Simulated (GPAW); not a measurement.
# Polarising W2COS MXene monolayer with a field along the normal

The dipole of the cell at several fields, atoms fixed. What does the strongest field give, and what length does the slope stand for?

**Method.** GPAW 26.7.0, plane waves (500 eV), PAW setups, PBE, 12×12 mesh, a dipole layer in the vacuum; geometry relaxed without an applied field with GPAW. The cell's area is 8.71 Å², and e/ε0 = 180.95 V Å.

Results, with one row withheld:

```tsv
field (V/Å)	dipole (e Å)
−0.2	−0.1018
−0.1	−0.0708
−0.05	−0.0553
0.05	−0.0243
0.1	−0.0088
0.2	0.0223
0.3	?
```

To predict: What is the dipole at 0.3 V/Å?

**Working.** A line through the 6 points has the slope α = 0.310 e Å per V/Å and the intercept p₀ = −0.0398 e Å (r.m.s. residual 2.7e−05). At 0.3 V/Å it gives p = −0.0398 + 0.310 × 0.3 = 0.0533 e Å; the run gives 0.0533 e Å, so the response stays linear to 0.1 % of the induced part. Dividing by ε0 and the area: α/(ε0 A) = 0.310 × 180.95 / 8.71 = 6.44 Å, against 4.96 Å between the outer nuclei.

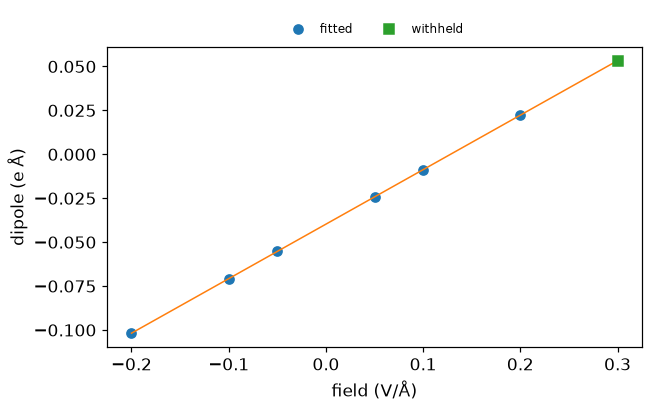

The line and the withheld run.

Caveats: This is the electronic response alone; ions that move would add to it in polar layers. No run was spin-polarised, so magnetic states weren't tested. Spin-orbit coupling is left out, which matters for the heavier atoms here. Layers with unlike faces were relaxed with their cell in a fully periodic cell without the dipole layer, so their atoms felt a small spurious field.

[Logs are printed without paths, hosts, clocks, repeated set-up lines and the standing remarks that a program may print on its own settings, such as how far it seeks lower states.]
